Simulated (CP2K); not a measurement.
Consider hydrazine at its PBE geometry (Å).

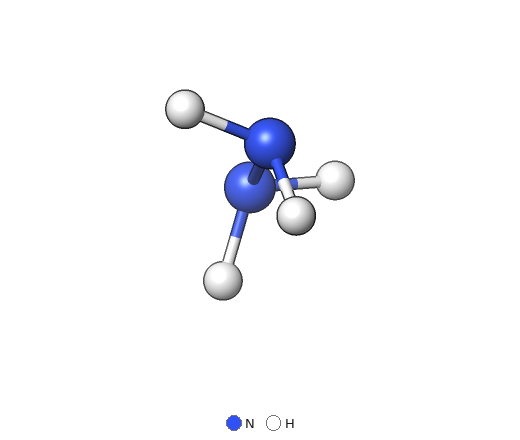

The molecule (nitrogen blue, hydrogen white).

```xyz
6

N    -0.6975   -0.1844    0.2303
N     0.6963    0.1860    0.2315
H    -1.2323    0.6555    0.4549
H    -1.0082   -0.5065   -0.6910
H     1.2304   -0.6518    0.4653
H     1.0113    0.5012   -0.6909
```

Method: CP2K XAS_TDP, all-electron GAPW, PBEh(45%), aug-cc-pVTZ, TDA, GW2X-corrected core level, no relativity.

Q: Predict the bright core excitations at the N K edge.

Leading lines: N1 402.05 eV. The leading line of an atom is its first one with 35 % of the strongest within 2.5 eV of its lowest line over the strength cut. Core ionisation energies at this level: N1 404.79 eV.

The first six lines of each atom with a strength over 0.0015:

| atom | energy (eV) | states | strength, one atom | above the computed threshold |
| --- | --- | --- | --- | --- |
| N1 (bonded to N and 2 H), 2 alike | 402.05 | 1 | 0.0112 |  |
|  | 402.89 | 1 | 0.0161 |  |
|  | 403.17 | 1 | 0.0271 |  |
|  | 403.91 | 1 | 0.0036 |  |
|  | 404.54 | 1 | 0.0297 |  |
|  | 404.94 | 1 | 0.0063 | yes |

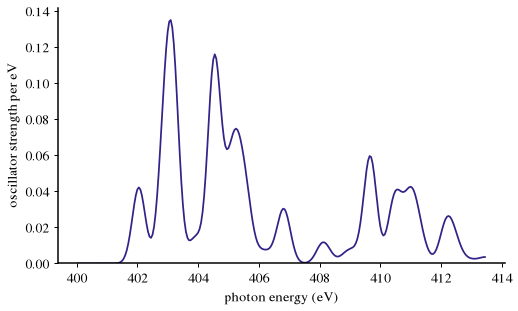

All atoms added, broadened by 0.5 eV.

Lines are vertical, at one geometry, with no vibrational structure. GW2X ionisation energies and lines can be off by 1 to 2 eV either way, and a good line position may hide errors that cancel. These values hold no scalar relativity, about 0.2 eV for N 1s. Rydberg lines, and the discretised continuum above threshold, depend on the basis and the box.

[Banner, clock and machine lines of the logs are left out without a mark of their own.]

[Logs are printed without paths, hosts, clocks, repeated set-up lines and the standing remarks that a program may print on its own settings, such as how far it seeks lower states.]

[Hosts, paths, dates, database ids (printed as entryN), source tags and the programs' standing remarks are cut or masked in the printed files.]
